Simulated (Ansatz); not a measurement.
CH$_{3}$FOS: several calculations on one system

Part 1: Relaxation

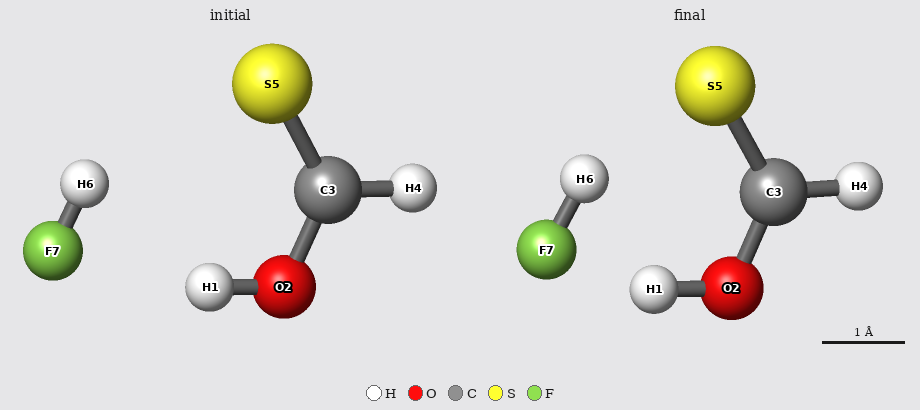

The structure of CH3FOS before (left) and after (right) a relaxation, at one scale.

A ball-and-stick model, seen at a tilt.

The run prepares an end point of a later path (reaction) calculation, from a guessed geometry.

Level of theory: Ansatz, RKS PBE-D4/def2-SVP. (no spin polarisation; force threshold 0.03 eV/Å; at most 50 steps)

### What changed between the two?

The largest move after the best rigid fit is that of H6, 0.52 Å. By element the largest moves are H 0.52 Å, F 0.44 Å, S 0.22 Å, C 0.19 Å, O 0.16 Å. Near-neighbour distances that change, for instance: S5–H6 2.651 → 1.983 Å, H6–F7 0.922 → 0.995 Å, H1–O2 0.981 → 1.021 Å, C3–S5 1.644 → 1.662 Å. After 8 accepted moves (9 points after the start) the energy has fallen by 30.6 kJ/mol. The largest force component goes from 1.2 to 0.026 eV/Å. The line search rejected the trial step at point 4 of the run. The run took 11 s on 2 threads of Intel(R) Xeon(R) CPU @ 2.80GHz (Skylake/Cascade Lake), on a shared host, peak memory 0.18 GiB.

Part 2: Relaxation

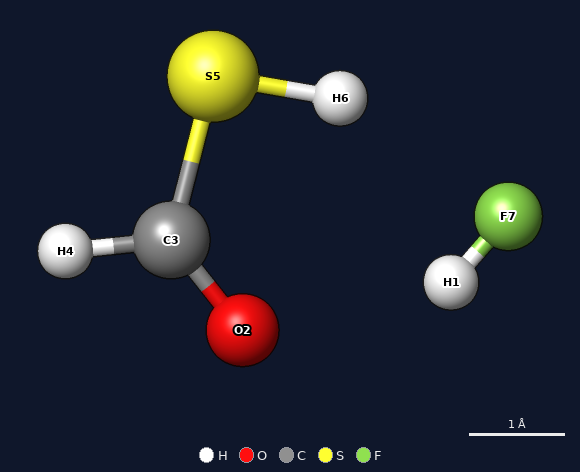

Starting structure of CH₃FOS. The picture is a ball-and-stick view, seen face on.

The run prepares an end point of a later path (reaction) calculation, from a guessed geometry.

Level of theory: RKS PBE-D4/def2-SVP in Ansatz.

The input:
```yaml
crystal:
  periodic: [false, false, false]
  atoms:
    - { symbol: H, position_ang: [-1.53651, 0.896275, 0.688799] }
    - { symbol: O, position_ang: [-0.290994, 0.523585, -1.159305] }
    - { symbol: C, position_ang: [0.675415, -0.198955, -1.007174] }
    - { symbol: H, position_ang: [1.375164, -0.461276, -1.849356] }
    - { symbol: S, position_ang: [1.204561, -0.986102, 0.497106] }
    - { symbol: H, position_ang: [0.186065, -0.473945, 1.245905] }
    - { symbol: F, position_ang: [-1.613702, 0.700418, 1.583924] }
basis:
  gaussian: { orbitals: def2-SVP }
hamiltonian:
  xc: pbe
  dispersion: d4
relax:
  f_tol: 0.03
  max_steps: 50
output:
  orbitals: {}
```

Launched with:
```bash
ansatz run input.yaml --threads 2 --pin off --max-ram 3072MiB --backend cpu --events-out ev --progress --plain --runs-dir out
```

Predict the outcome.

Answer. The largest move after the best rigid fit is that of H1, 0.49 Å. Largest moves by element: H 0.49 Å, F 0.34 Å, O 0.23 Å, C 0.17 Å, S 0.11 Å. Among the contacts that change: H1–F7 0.920 → 0.976 Å, S5–H6 1.364 → 1.390 Å, C3–S5 1.778 → 1.756 Å, O2–C3 1.216 → 1.230 Å. Among the angles between lasting bonds that change: C3–S5–H6 94.4° → 91.8°, H4–C3–S5 110.2° → 112.4°. The energy falls by 5.24 kcal/mol in 7 accepted moves (9 points after the start). The largest force component goes from 1.4 to 0.02 eV/Å. The line search rejected the trial steps at points 3, 8 of the run.

Step by step:

```csv
step,"E − E(0), kcal/mol","largest force component, eV/Å",note
0,0.00,1.4055,
1,-2.87,0.7146,
2,-4.59,0.4843,
3,1.06,2.1104,rejected
4,-5.02,0.3073,
5,-5.19,0.2079,
6,-5.22,0.2092,
7,-5.24,0.1189,
8,-5.23,0.0740,rejected
9,-5.24,0.0196,
```

Final geometry:

```xyz
7

H    -1.1781    0.7204    0.4067
O    -0.4287    0.5732   -0.9849
C     0.5601   -0.1521   -0.8877
H     1.2098   -0.3642   -1.7752
S     1.1323   -0.9532    0.5669
H     0.0889   -0.4271    1.3204
F    -1.3843    0.6030    1.3537
```

The end point in the same view:

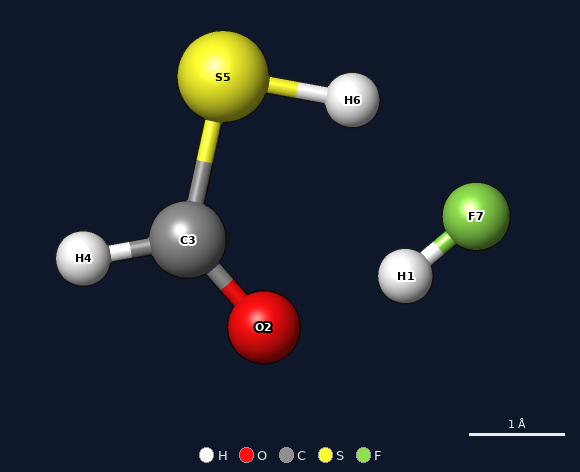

Part 3: Path

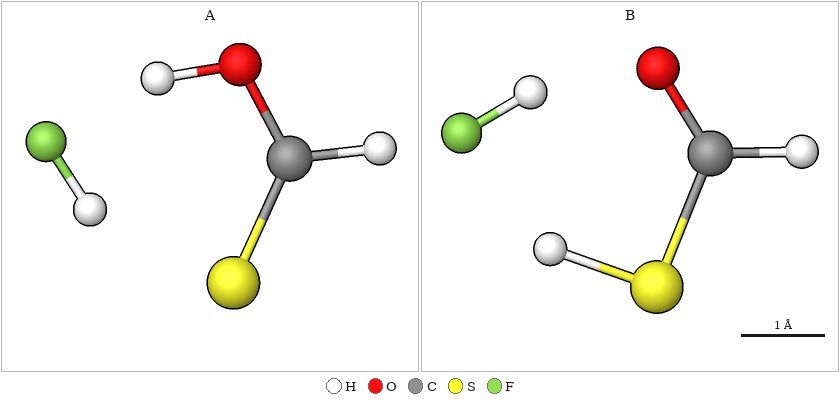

The two relaxed end points of a path for CH3FOS. A ball-and-stick model, seen at a tilt.

These are results of RKS PBE-D4/def2-SVP in Ansatz 0.2.0, not measurements.

Run with 5 movable images; climbing image; force threshold 0.05 eV/Å; iteration limit 60.

Start:
```xyz
7

H    -0.9078    0.6348    0.0116
O    -0.4740    0.5824   -0.9111
C     0.5850   -0.1827   -0.8352
H     1.0986   -0.2756   -1.8146
S     1.1815   -0.9682    0.5026
H    -0.3331   -0.1790    1.5098
F    -1.1502    0.3882    1.5368
```

End:
```xyz
7

H    -1.1789    0.7188    0.4072
O    -0.4304    0.5719   -0.9849
C     0.5595   -0.1519   -0.8881
H     1.2088   -0.3636   -1.7760
S     1.1343   -0.9511    0.5666
H     0.0907   -0.4261    1.3207
F    -1.3840    0.6018    1.3545
```

Q: What barrier does the band find between them, and by what path?

A: The highest point, image 3, lies 4.58 kcal/mol above the start and 4.06 kcal/mol above the end; the end is at +0.52 kcal/mol relative to the start. Breaking: H1–O2 (1.02 → 1.21 at the top → 1.59 Å), H6–F7 (1.00 → 1.27 at the top → 1.80 Å). Forming: H1–F7 (1.56 → 1.17 at the top → 0.98 Å), S5–H6 (1.98 → 1.57 at the top → 1.39 Å). The band is converged. At the top, the vibrational analysis gives one imaginary mode (1042i cm⁻¹), as a transition state must have.

Energies of the converged images:

| image | path (Å) | E (kcal/mol) |
| --- | --- | --- |
| 0 | 0.00 | 0.00 |
| 1 | 0.16 | 0.62 |
| 2 | 0.32 | 2.92 |
| 3 | 0.47 | 4.58 |
| 4 | 0.65 | 2.97 |
| 5 | 0.83 | 1.10 |
| 6 | 1.00 | 0.52 |

The geometry at the top of the path:

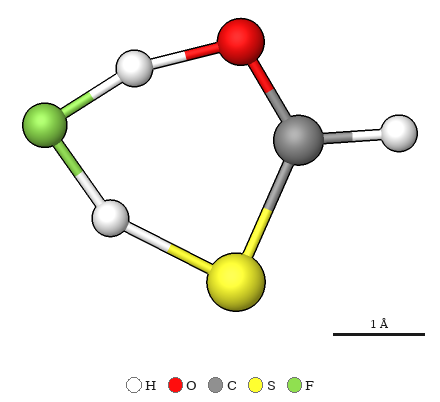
